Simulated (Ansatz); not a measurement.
# H4O2Se2Ti: what the fields show

```yaml
atoms:
  - { symbol: O, position_ang: [0.1859, 0.9193, -1.2964] }
  - { symbol: Ti, position_ang: [0.3009, -0.1376, 0.1176] }
  - { symbol: O, position_ang: [1.9390, -0.5110, 0.6607] }
  - { symbol: Se, position_ang: [-0.8881, -2.2073, -0.3785] }
  - { symbol: Se, position_ang: [-0.6882, 0.9657, 2.0470] }
  - { symbol: H, position_ang: [-0.0253, 1.8202, -1.5403] }
  - { symbol: H, position_ang: [2.8578, -0.3369, 0.4547] }
  - { symbol: H, position_ang: [-1.5828, -1.5297, -1.4835] }
  - { symbol: H, position_ang: [-2.0108, 0.9710, 1.4016] }
```

Geometry: PBE0-D4/def2-TZVP.

These are results of RKS PBE0-D4/def2-TZVPP in Ansatz 0.2.0, not measurements.

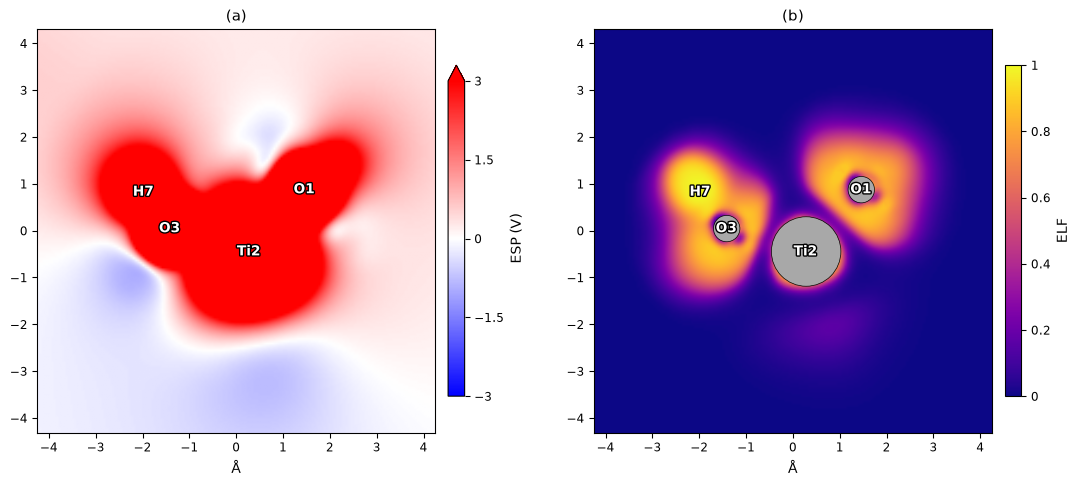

Figure 1. (a) molecular electrostatic potential; (b) ELF on the plane of atoms Ti2, O3 and H7. Grey discs cover the atomic cores in the ELF map.

What do the fields say about this system?

- The section cuts through O, Ti and H sites.
- Ti–O (1.77 Å): the ELF peaks at about 0.80 in the valence shell of O, 0.6 Å from its nucleus, and drops to about 0.25 between the two atoms.
- O–H (0.96 Å): the ELF climbs to about 1 towards the hydrogen, as it does in any bond to H: an ordinary covalent bond to hydrogen.
- Outside the dense part of the molecule the potential is most negative (−1.0 V) near O3.

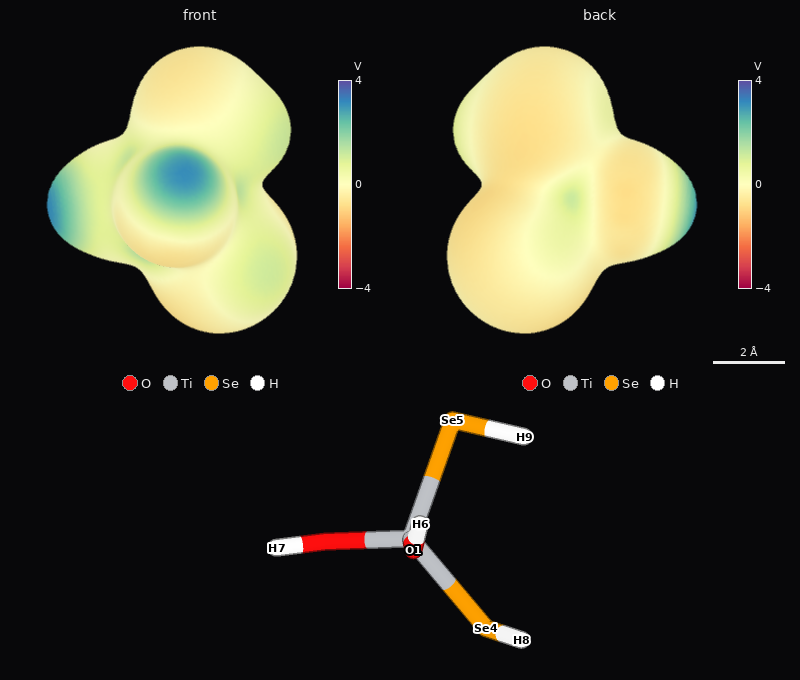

Figure 2. The molecular electrostatic potential painted on the density surface at 0.002 e/bohr³, seen from the front and from behind; the colour scale runs from red (negative) to blue (positive). The bare structure is drawn below in the same view.

Which sites attract a positive test charge, and which a negative one?

A positive charge is drawn to the negative regions and a negative charge to the positive ones. The most negative region (about −0.8 V) lies over O3, Se4 and Se5, the most positive (about +3.1 V) over H6 and H7.

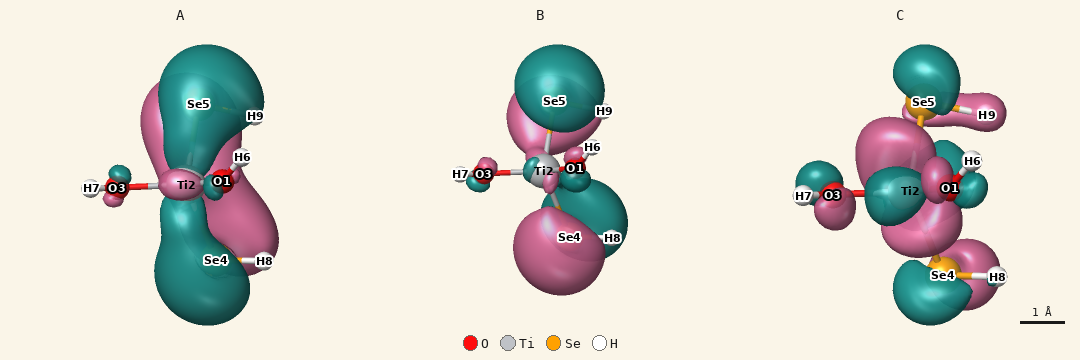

Figure 3. Three frontier orbitals at ±0.08 Å⁻³ᐟ² (teal and pink are the two phases), in no order.

Which picture is the HOMO−1, the HOMO and the LUMO?

A is the HOMO−1 (−7.50 eV). By Hirshfeld shares it lies mainly on Se5 (about 40 %), Se4 (about 35 %) and Ti2 (about 15 %). B is the HOMO (−6.73 eV). Its weight (Hirshfeld) is mainly on Se4 (about 45 %), Se5 (about 40 %) and Ti2 (about 10 %). C is the LUMO (−2.25 eV). By Hirshfeld shares it lies mainly on Ti2 (about 70 %), Se4 (about 10 %) and Se5 (about 10 %).

What is the HOMO–LUMO gap?

4.48 eV between the orbital energies.
